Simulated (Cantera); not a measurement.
Input: 1 mol n-butane, 0.083 mol H₂O, 1.7 mol H₂, at 255 Torr.

Equilibrium computed with Cantera from the NASA thermochemical tables; the gas is ideal and each condensed phase is pure. Candidate condensed phases: C, C₆H₆, C₇H₈, C₈H₁₈, H₂O; 131 gas species. Ions and electrons are included (thermal ionisation). Kinetics and transport are ignored.

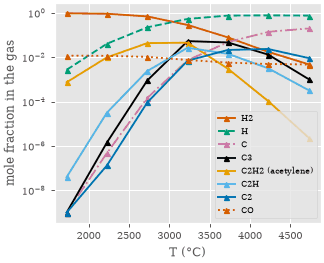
Figure. Equilibrium gas composition (values under 1e-9 drawn at 1e-9)

Problem. Read off the mole fractions at 3727 °C.

Solution. H about 0.78, H₂ about 0.080, C about 0.049, C₃ about 0.048, C₂ about 0.022, C₂H about 0.015, CO about 0.0059, C₂H₂ (acetylene) about 0.0031.
